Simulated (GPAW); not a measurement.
## Quasiparticle gap of LiHF2 (C2/m) in GPAW

How does a plane-wave GW calculation on LiHF2 (C2/m) run from the first input to the gap?

Main program and level: GPAW 26.7.0; LDA and many-body steps on it, plane waves.

## Step 1: The starting structure

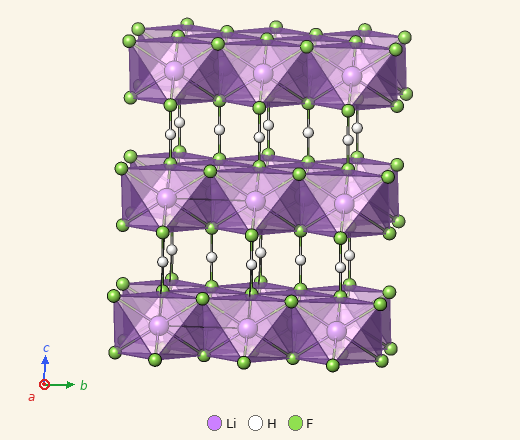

The cell as given, slightly off an axis (lithium purple, hydrogen white, fluorine green). 1×2×2 cells are drawn. This picture shows the conventional cell, with its axes. Some periodic images of atoms are drawn too.

Structure file:

```cif
data_structure
_symmetry_space_group_name_H-M 'P 1'
_symmetry_Int_Tables_number 1
_cell_length_a 2.9742
_cell_length_b 2.9742
_cell_length_c 4.9029
_cell_angle_alpha 116.197
_cell_angle_beta 116.197
_cell_angle_gamma 62.139
_cell_volume 32.86
loop_
_atom_site_label
_atom_site_type_symbol
_atom_site_fract_x
_atom_site_fract_y
_atom_site_fract_z
_atom_site_occupancy
Li1 Li 0.00000 0.00000 0.00000 1
H2 H 0.00000 0.00000 0.50000 1
F3 F 0.20980 0.20980 0.75070 1
F4 F 0.79020 0.79020 0.24930 1
```

The cell and positions are those that the Materials Project relaxed with its own functionals (PBE, PBE+U or r2SCAN), kept fixed.

## Step 2: Ground state

This step: GPAW 26.7.0; DFT, LDA, plane waves, PAW.

The ground-state density comes first.

run.py

```python
import json
import numpy as np
from gpaw.mpi import world
from ase import Atoms
from gpaw import GPAW, PW, FermiDirac

atoms = Atoms(['Li', 'H', 'F', 'F'],
    cell=[[2.5474960000, -1.5348990000, 0.0000000000],
      [2.5474960000, 1.5348990000, 0.0000000000],
      [-2.5269440000, 0.0000000000, 4.2015200000]],
    scaled_positions=[[0.0000000000, 0.0000000000, 0.0000000000],
      [0.0000000000, 0.0000000000, 0.5000000000],
      [0.2098030000, 0.2098030000, 0.7507020000],
      [0.7901970000, 0.7901970000, 0.2492980000]],
    pbc=(True, True, True))
calc = GPAW(mode=PW(600),
    xc='LDA',
    kpts={'size': (10, 10, 6), 'gamma': True},
    occupations=FermiDirac(0.001),
    nbands=-8,
    convergence={'density': 1e-6, 'bands': -3},
    maxiter=100,
    txt='gs.txt')
atoms.calc = calc
res = {'energy': atoms.get_potential_energy()}
kpts = calc.get_ibz_k_points()
res['kpts'] = kpts
res['eigenvalues'] = [calc.get_eigenvalues(kpt=k) for k in range(len(kpts))]
res['n_electrons'] = calc.get_number_of_electrons()
calc.write('gs.gpw')

if world.rank == 0:
    with open('result.json', 'w') as f:
        json.dump(res, f, default=lambda x: x.tolist())
```

On the command line:

```
mpirun -n 4 gpaw python run.py
```

Numbers of over 12 decimals in the logs are rounded to 6 here.

Log:

```text
__  _  _
 | _ |_)|_||  |
 |__||  | ||/\| - 26.7.0

Input parameters:
  mode=PW(ecut=600.0),
  convergence={'density': 1e-06, 'bands': -3},
  kpts=MonkhorstPack(size=(10, 10, 6), gamma=True),
  maxiter=100,
  nbands=-8,
  occupations=Occupations(name='fermi-dirac', width=0.001, fixmagmom=False),
  xc=XC(name='LDA')
  [... matrices ...]
Diagonalizing LCAO Hamiltonian
Converting LCAO to pw mode

        F
       H
                  F
          Li

Atoms  # Å, Bohr magnetons
|   | symbol |         x |         y |        z |    initial magnetic moments |
| 0 |     Li |  0.000000 |  0.000000 | 0.000000 | ( 0.0000,  0.0000,  0.0000) |
| 1 |      H | -1.263472 |  0.000000 | 2.100760 | ( 0.0000,  0.0000,  0.0000) |
| 2 |      F | -0.828037 | -0.000000 | 3.154089 | ( 0.0000,  0.0000,  0.0000) |
| 3 |      F |  3.396085 |  0.000000 | 1.047431 | ( 0.0000,  0.0000,  0.0000) |

Unit cell  # Å
| periodic |         x |         y |        z |  lengths |     angles |
|      yes |  2.547496 | -1.534899 | 0.000000 | 2.974164 | 116.197186 |
|      yes |  2.547496 |  1.534899 | 0.000000 | 2.974164 | 116.197186 |
|      yes | -2.526944 |  0.000000 | 4.201520 | 4.902878 |  62.139005 |

Number of symmetries: 4
Symmetry operations  # r_c * U_cc + t_c -> r_c
|   | kind |            matrix            |
| 0 |  E   |  1, 0, 0,  0, 1, 0,  0, 0, 1 |
| 1 |  σ   |  0, 1, 0,  1, 0, 0,  0, 0, 1 |
| 2 |  C2  |  0,-1, 0, -1, 0, 0,  0, 0,-1 |
| 3 |  i   | -1, 0, 0,  0,-1, 0,  0, 0,-1 |

BZ-sampling:
  Number of BZ points: 600
  Number of IBZ points: 172

  Monkhorst-Pack size: [10, 10, 6]
  Monkhorst-Pack shift: [0.05, 0.05, 0.083333]

K-points  # in reciprocal-cell coordinates
|     |                                coordinates |     weight |
|   0 | (  0.00000000,   0.00000000,   0.00000000) | 0.00166667 |
|   1 | (  0.00000000,   0.00000000,   0.16666667) | 0.00333333 |
|   2 | (  0.00000000,   0.00000000,   0.33333333) | 0.00333333 |
|   3 | (  0.00000000,   0.00000000,   0.50000000) | 0.00166667 |
|   4 | (  0.10000000,  -0.10000000,   0.00000000) | 0.00333333 |
|   5 | (  0.10000000,  -0.10000000,   0.16666667) | 0.00666667 |
|   6 | (  0.10000000,  -0.10000000,   0.33333333) | 0.00666667 |
|   7 | (  0.10000000,  -0.10000000,   0.50000000) | 0.00333333 |
|   8 | (  0.10000000,   0.00000000,  -0.33333333) | 0.00666667 |
|   9 | (  0.10000000,   0.00000000,  -0.16666667) | 0.00666667 |
| ... |                                            |            |
| 171 | (  0.50000000,   0.50000000,   0.50000000) | 0.00166667 |

Plane wave coefficients: 1112
Cutoff: 600.0 eV

Spin-components: 1 (collinear spins)
Bands:           16
Projectors:      16
Spin-degeneracy: 2
Datatype:        complex128

  Storage: CPU
  Wave functions: 48_126_976 bytes (12_031_744 per core)
  Projectors: 72_190_464 bytes (18_047_616 per core)
  [... matrices ...]
Parallelization:
  kpt:    4
  domain: 1
  band:   1

Density:
  Valence electrons: 16.0
  Components: 1
  Grid points: [18 18 28]
  Charge: 0.0  # |e|

Potential:
  Grid points: [18 18 28]

species:
  Li:
    name:    Lithium
    Z:       3.0
    valence: 1
    core:    2
    charge:  0.0  # [|e|]
    compensation charges:
      type: gauss
      rc: 0.33  # [Å]
      lmax: 2
    cutoffs:
      filter: 1.91  # [Å]
      core: 2.55  # [Å]
    projectors
    | kind |    occ | energy [eV] | rcut [Å] |
    |   2s |  1.000 |      -2.874 |    1.058 |
    |   2p |  0.000 |      -1.126 |    1.058 |
    |    s |        |      24.338 |    1.058 |

    Using partial waves for Li as LCAO basis

  H:
    name:    Hydrogen
    Z:       1.0
    valence: 1
    core:    0
    charge:  0.0  # [|e|]
    compensation charges:
      type: gauss
      rc: 0.15  # [Å]
      lmax: 2
    cutoffs:
      filter: 0.85  # [Å]
      core: 0.53  # [Å]
    projectors
    | kind |    occ | energy [eV] | rcut [Å] |
    |   1s |  1.000 |      -6.353 |    0.476 |
    |    s |        |      20.858 |    0.476 |
    |    p |        |       0.000 |    0.476 |

    Using partial waves for H as LCAO basis

  F:
    name:    Fluorine
    Z:       9.0
    valence: 7
    core:    2
    charge:  0.0  # [|e|]
    compensation charges:
      type: gauss
      rc: 0.20  # [Å]
      lmax: 2
    cutoffs:
      filter: 1.14  # [Å]
      core: 0.74  # [Å]
    projectors
    | kind |    occ | energy [eV] | rcut [Å] |
    |   2s |  2.000 |     -29.647 |    0.635 |
    |   2p |  5.000 |     -11.293 |    0.635 |
    |    s |        |      -2.435 |    0.635 |
    |    p |        |      15.918 |    0.635 |
    |    d |        |       0.000 |    0.635 |

    Using partial waves for F as LCAO basis

Reference energy: -5609.655338  # eV

eigensolver:
  PPCG
  Converge bands: -3
  niter=2

density mixing:
  MSR1-Mixer
  Pratt-step length: 0.05
  Maximum mixing coefficient: 0.75
  Old densities: 10
  SVD Regularization: 0.005
  Good broyden scale: 1.0
  Trust region scale: 1.0
  Backstep threshold: 4.0
  History deletion threshold: 6.0
  Fourier metric: weight=20.0, sigma=0.015

occupation numbers:
  Fermi-Dirac:
    width: 0.0010  # eV

poisson solver:
  ecut: 4800.0  # eV

xc functional:
  name: None

Initialization done in: 1.702 s

convergence criteria:
- Maximum integral of absolute [dens]ity change: 1e-06 electrons / valence electron
- Maximum [total energy] change in last 3 cyles: 0.0005 eV / valence electron
- Maximum integral of absolute [eigenst]ate change: 4e-08 eV^2 / valence electron
maximum number of iterations: 100

SCF iterations
|iter     |     time |      energy | eigst |  dens |
|iter:   1|  |  -20.207994 | +1.14 |       |
|iter:   2|  |  -20.052649 | +0.22 | -1.05 |
|iter:   3|  |  -19.541005 | -0.81 | -1.10 |
|iter:   4|  |  -19.535047 | -2.75 | -1.60 |
|iter:   5|  |  -19.535148c| -3.59 | -1.94 |
|iter:   6|  |  -19.535184c| -5.06 | -2.81 |
|iter:   7|  |  -19.535185c| -6.79 | -3.48 |
|iter:   8|  |  -19.535185c| -7.82c| -4.12 |
|iter:   9|  |  -19.535185c| -8.74c| -5.32 |
|iter:  10|  |  -19.535185c| -9.80c| -5.89 |
|iter:  11|  |  -19.535185c|-10.49c| -6.66c|

Converged in 11 steps
SCF loop duration: 15.239 s (1.385 s/step)
Energy contributions relative to reference atoms: (reference = -5609.655338)
  [... matrices ...]
Energy contributions:
  Kinetic:          22.368795
  Coulomb:         -23.261402
  Zero:              0.400219
  External:          0.000000
  Xc:              -19.042798
  Entropy:          -0.000000
  Spinorbit:         0.000000
  ----------------------------
  Free energy:     -19.535185
  Extrapolated:    -19.535185

dipole moment: (-3.996865, -0.000000, -2.424279)  # |e|*Ang

Fermi level: 0.653
Eigenvalues  # (at kpt = [0.000, 0.000, 0.000])
| band index |      eig [eV] | occ [0-2] |
|          0 |       -23.237 |     2.000 |
|          1 |       -21.641 |     2.000 |
|          2 |        -7.994 |     2.000 |
|          3 |        -2.943 |     2.000 |
|          4 |        -2.912 |     2.000 |
|          5 |        -2.827 |     2.000 |
|          6 |        -2.793 |     2.000 |
|          7 |        -2.682 |     2.000 |
|          8 |         5.578 |     0.000 |
|          9 |         9.812 |     0.000 |
|         10 |        14.807 |     0.000 |
|         11 |        16.025 |     0.000 |
|         12 |        16.418 |     0.000 |
|         13 |        16.969 |     0.000 |
|         14 |        20.117 |     0.000 |
|         15 |        22.558 |     0.000 |

Gap: 8.152 eV
Transition (v -> c):
  (s=0, k=46, n=7, [0.20, 0.20, 0.33]) -> (s=0, k=0, n=8, [0.00, 0.00, 0.00])
Direct/indirect transitions are different
Direct gap: 8.260 eV
Transition at: (s=0, k=0, n=7, [0.00, 0.00, 0.00])
# Writing to gs.gpw (mode='')
  [... matrices ...]
```

It took 19 s on 4 MPI ranks of Arm Neoverse V1, shared host; peak memory 0.64 GiB.

Numbers from this step:

```yaml
total_energy: -19.54 eV
gap: 8.152 eV
k_of_the_valence_top: 0.2, 0.2, 0.3333
k_of_the_conduction_bottom: 0, 0, 0
least_direct_gap: 8.260 eV
```

The gap is indirect, with the least direct gap 0.11 eV higher.

## Step 3: Bands along the symmetry lines

Levels along a band path, at the cheap level, show where the edges lie and whether the meshes to come will hold them.

run.py

```python
import json
import numpy as np
from gpaw.mpi import world
from gpaw import GPAW

path = [[0.000000, 0.000000, 0.000000],
    [-0.046698, 0.046698, 0.000000],
    [-0.093396, 0.093396, 0.000000],
    [-0.140094, 0.140094, 0.000000],
    [-0.186792, 0.186792, 0.000000],
    [-0.233490, 0.233490, 0.000000],
    [-0.280188, 0.280188, 0.000000],
    [-0.326886, 0.326886, 0.000000],
    [-0.373584, 0.373584, -0.000000],
    [-0.626416, -0.373584, 0.000000],
    [-0.610614, -0.389386, 0.000000],
    [-0.594812, -0.405188, 0.000000],
    [-0.579010, -0.420990, 0.000000],
    [-0.563208, -0.436792, 0.000000],
    [-0.547406, -0.452594, 0.000000],
    [-0.531604, -0.468396, 0.000000],
    [-0.515802, -0.484198, 0.000000],
    [-0.500000, -0.500000, 0.000000],
    [-0.437500, -0.437500, 0.000000],
    [-0.375000, -0.375000, 0.000000],
    [-0.312500, -0.312500, 0.000000],
    [-0.250000, -0.250000, 0.000000],
    [-0.187500, -0.187500, 0.000000],
    [-0.125000, -0.125000, 0.000000],
    [-0.062500, -0.062500, 0.000000],
    [0.000000, 0.000000, 0.000000],
    [-0.062500, -0.062500, 0.062500],
    [-0.125000, -0.125000, 0.125000],
    [-0.187500, -0.187500, 0.187500],
    [-0.250000, -0.250000, 0.250000],
    [-0.312500, -0.312500, 0.312500],
    [-0.375000, -0.375000, 0.375000],
    [-0.437500, -0.437500, 0.437500],
    [-0.500000, -0.500000, 0.500000],
    [-0.524076, -0.475924, 0.500000],
    [-0.548152, -0.451848, 0.500000],
    [-0.572228, -0.427772, 0.500000],
    [-0.596304, -0.403696, 0.500000],
    [-0.620379, -0.379621, 0.500000],
    [-0.644455, -0.355545, 0.500000],
    [-0.668531, -0.331469, 0.500000],
    [-0.692607, -0.307393, 0.500000],
    [-0.307393, 0.307393, 0.500000],
    [-0.268969, 0.268969, 0.500000],
    [-0.230545, 0.230545, 0.500000],
    [-0.192121, 0.192121, 0.500000],
    [-0.153696, 0.153696, 0.500000],
    [-0.115272, 0.115272, 0.500000],
    [-0.076848, 0.076848, 0.500000],
    [-0.038424, 0.038424, 0.500000],
    [0.000000, 0.000000, 0.500000],
    [0.000000, 0.000000, 0.437500],
    [0.000000, 0.000000, 0.375000],
    [0.000000, 0.000000, 0.312500],
    [0.000000, 0.000000, 0.250000],
    [0.000000, 0.000000, 0.187500],
    [0.000000, 0.000000, 0.125000],
    [0.000000, 0.000000, 0.062500],
    [0.000000, 0.000000, 0.000000],
    [-0.500000, 0.000000, 0.500000],
    [-0.437500, 0.000000, 0.437500],
    [-0.375000, 0.000000, 0.375000],
    [-0.312500, 0.000000, 0.312500],
    [-0.250000, 0.000000, 0.250000],
    [-0.187500, 0.000000, 0.187500],
    [-0.125000, 0.000000, 0.125000],
    [-0.062500, 0.000000, 0.062500],
    [0.000000, 0.000000, 0.000000],
    [-0.062500, 0.000000, 0.000000],
    [-0.125000, 0.000000, 0.000000],
    [-0.187500, 0.000000, 0.000000],
    [-0.250000, 0.000000, 0.000000],
    [-0.312500, 0.000000, 0.000000],
    [-0.375000, 0.000000, 0.000000],
    [-0.437500, 0.000000, 0.000000],
    [-0.500000, 0.000000, -0.000000]]
calc = GPAW('gs.gpw').fixed_density(kpts=path,
    symmetry='off',
    nbands=18,
    convergence={'bands': 14},
    txt='bands.txt')
res = {}
kpts = calc.get_ibz_k_points()
res['kpts'] = kpts
res['eigenvalues'] = [calc.get_eigenvalues(kpt=k) for k in range(len(kpts))]
res['n_electrons'] = calc.get_number_of_electrons()

if world.rank == 0:
    with open('result.json', 'w') as f:
        json.dump(res, f, default=lambda x: x.tolist())
```

On the command line:

```
mpirun -n 4 gpaw python run.py
```

Log:

```text
Diagonalizing LCAO Hamiltonian
Converting LCAO to pw mode
convergence criteria:
- Maximum integral of absolute [eigenst]ate change: 4e-08 eV^2 / valence electron
maximum number of iterations: 100

SCF iterations
|iter     |     time |      energy | eigst |  dens |
|iter:   1|  |             | +1.85 |       |
|iter:   2|  |             | +0.57 |       |
|iter:   3|  |             | -1.30 |       |
|iter:   4|  |             | -2.90 |       |
|iter:   5|  |             | -4.39 |       |
|iter:   6|  |             | -5.77 |       |
|iter:   7|  |             | -7.15 |       |
|iter:   8|  |             | -8.26c|       |
SCF steps: 8
  __  _  _
 | _ |_)|_||  |
 |__||  | ||/\| - 26.7.0

Input parameters:
  mode=PW(ecut=600.0),
  convergence={'bands': 14},
  gpts=array([18, 18, 28]),
  kpts=KPoints(kpts=array([[ 0.      ,  0.      ,  0.      ],
         [-0.046698,  0.046698,  0.      ],
         [-0.093396,  0.093396,  0.      ],
         [-0.140094,  0.140094,  0.      ],
[...]
[-0.23349 ,  0.23349 ,  0.      ],
[...]
[-0.57901 , -0.42099 ,  0.      ],
[...]
[-0.5     , -0.5     ,  0.      ],
[...]
[ 0.      ,  0.      ,  0.      ],
[...]
[-0.076848,  0.076848,  0.5     ],
         [-0.038424,  0.038424,  0.5     ],
         [ 0.      ,  0.      ,  0.5     ],
         [ 0.      ,  0.      ,  0.4375  ],
[...]
[ 0.      ,  0.      ,  0.      ],
[...]
[ 0.      ,  0.      ,  0.      ],
[...]
[-0.375   ,  0.      ,  0.      ],
         [-0.4375  ,  0.      ,  0.      ],
         [-0.5     ,  0.      , -0.      ]])),
  maxiter=100,
  nbands=18,
  occupations=Occupations(name='fermi-dirac', width=0.001, fixmagmom=False),
  parallel={},
  symmetry=Symmetry(point_group=False, time_reversal=False),
  xc=XC(name='LDA')
  [... matrices ...]
timing:  # [seconds]
  Total: 0.027  # ━━━━━━━━━━━━━━━━━━━━━━━━━━━━━━━━━━━━━━━━━━━━━━━━━━━━━━━━━━━
```

Run time: 8.4 s. Hardware: 4 MPI ranks; peak memory 0.63 GiB; 33 s of CPU time.

This step gave:

| Item | Value |
| --- | --- |
| gap | 8.168 eV |
| k of the valence top | 0, 0, 0.5 |
| k of the conduction bottom | 0, 0, 0 |
| least direct gap | 8.260 eV |

The gap is 8.168 eV, +0.017 eV from the run before at this level.

The electronic bands at the labelled points (eV, zero at the top of the highest filled band; v1 is the highest filled band, c1 the lowest empty one):

| point | v4 | v3 | v2 | v1 | c1 | c2 | c3 | c4 |
| --- | --- | --- | --- | --- | --- | --- | --- | --- |
| Γ | -0.32 | -0.24 | -0.20 | -0.09 | 8.17 | 12.40 | 17.40 | 18.62 |
| C | -1.63 | -0.87 | -0.61 | -0.30 | 13.80 | 13.93 | 14.53 | 15.10 |
| jump to C2 | -1.63 | -0.87 | -0.61 | -0.30 | 13.80 | 13.93 | 14.53 | 15.10 |
| Y2 | -1.27 | -0.70 | -0.64 | -0.06 | 12.66 | 13.84 | 14.93 | 15.52 |
| Γ | -0.32 | -0.24 | -0.20 | -0.09 | 8.17 | 12.40 | 17.40 | 18.62 |
| M2 | -1.59 | -0.73 | -0.70 | -0.66 | 11.89 | 14.43 | 16.02 | 17.22 |
| D | -1.75 | -1.67 | -0.73 | -0.35 | 13.95 | 14.23 | 14.43 | 15.85 |
| jump to D2 | -1.75 | -1.67 | -0.73 | -0.35 | 13.95 | 14.23 | 14.43 | 15.85 |
| A | -0.53 | -0.41 | -0.12 | 0.00 | 9.29 | 12.06 | 16.95 | 18.81 |
| Γ | -0.32 | -0.24 | -0.20 | -0.09 | 8.17 | 12.40 | 17.40 | 18.62 |
| jump to L2 | -1.01 | -0.63 | -0.38 | -0.29 | 11.34 | 13.89 | 15.66 | 17.03 |
| Γ | -0.32 | -0.24 | -0.20 | -0.09 | 8.17 | 12.40 | 17.40 | 18.62 |
| V2 | -1.50 | -1.14 | -0.94 | -0.14 | 13.15 | 14.12 | 14.51 | 16.82 |

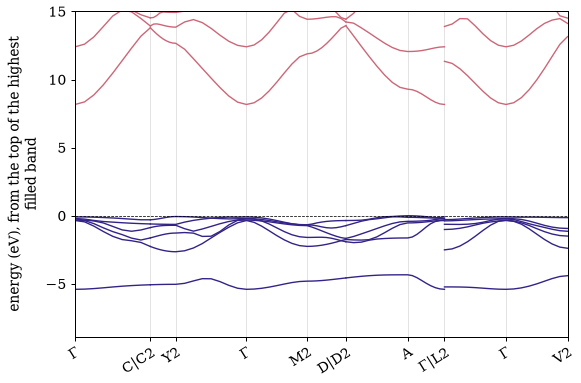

Electronic bands along the path; lines of filled and empty bands in two colours.

## Step 4: Empty states on the mesh, 4×4×2 mesh, 49 bands

The sums over transitions need many empty states on a uniform mesh; this step solves for them.

run.py

```python
import json
import numpy as np
from gpaw.mpi import world
from gpaw import GPAW

calc = GPAW('gs.gpw').fixed_density(kpts={'size': (4, 4, 2), 'gamma': True},
    nbands=57,
    convergence={'bands': 49},
    txt='nscf.txt')
calc.write('full.gpw', mode='all')
res = {}
kpts = calc.get_ibz_k_points()
res['kpts'] = kpts
res['eigenvalues'] = [calc.get_eigenvalues(kpt=k) for k in range(len(kpts))]
res['n_electrons'] = calc.get_number_of_electrons()

if world.rank == 0:
    with open('result.json', 'w') as f:
        json.dump(res, f, default=lambda x: x.tolist())
```

On the command line:

```
mpirun -n 4 gpaw python run.py
```

Log:

```text
Diagonalizing LCAO Hamiltonian
Converting LCAO to pw mode
convergence criteria:
- Maximum integral of absolute [eigenst]ate change: 4e-08 eV^2 / valence electron
maximum number of iterations: 100

SCF iterations
|iter     |     time |      energy | eigst |  dens |
|iter:   1|  |             | +4.02 |       |
|iter:   2|  |             | +2.77 |       |
|iter:   3|  |             | +1.64 |       |
[...]
|iter:  10|  |             | -6.53 |       |
|iter:  11|  |             | -7.25 |       |
|iter:  12|  |             | -7.73c|       |
SCF steps: 12
  __  _  _
 | _ |_)|_||  |
 |__||  | ||/\| - 26.7.0

Input parameters:
  mode=PW(ecut=600.0),
  convergence={'bands': 49},
  gpts=array([18, 18, 28]),
  kpts=MonkhorstPack(size=(4, 4, 2), gamma=True),
  maxiter=100,
  nbands=57,
  occupations=Occupations(name='fermi-dirac', width=0.001, fixmagmom=False),
  parallel={},
  xc=XC(name='LDA')
# Writing to full.gpw (mode='all')
  [... matrices ...]

timing:  # [seconds]
  Total: 0.033  # ━━━━━━━━━━━━━━━━━━━━━━━━━━━━━━━━━━━━━━━━━━━━━━━━━━━━━━━━━━━
```

Elapsed: 9.1 s, on 4 MPI ranks; peak memory 0.61 GiB.

Numbers from this step:

- gap: 8.168 eV
- k of the valence top: 0, 0, 0.5
- k of the conduction bottom: 0, 0, 0
- least direct gap: 8.260 eV
- k points computed: 14
- lowest point of the top converged band, above the valence top: 63.9664 eV

On this mesh the gap is 8.168 eV.

(Part 1 of 2 ends here.)

[Paths, hosts, dates, memory and timing lines, banners, echoed tables and standing remarks are left out of the program output.]

[Logs are printed without paths, hosts, clocks, repeated set-up lines and the standing remarks that a program may print on its own settings, such as how far it seeks lower states.]

[Runs of the session that timed out or met a known fault of the program may be left out.]

[Hosts, paths, dates, database ids (printed as entryN), source tags and the programs' standing remarks are cut or masked in the printed files.]
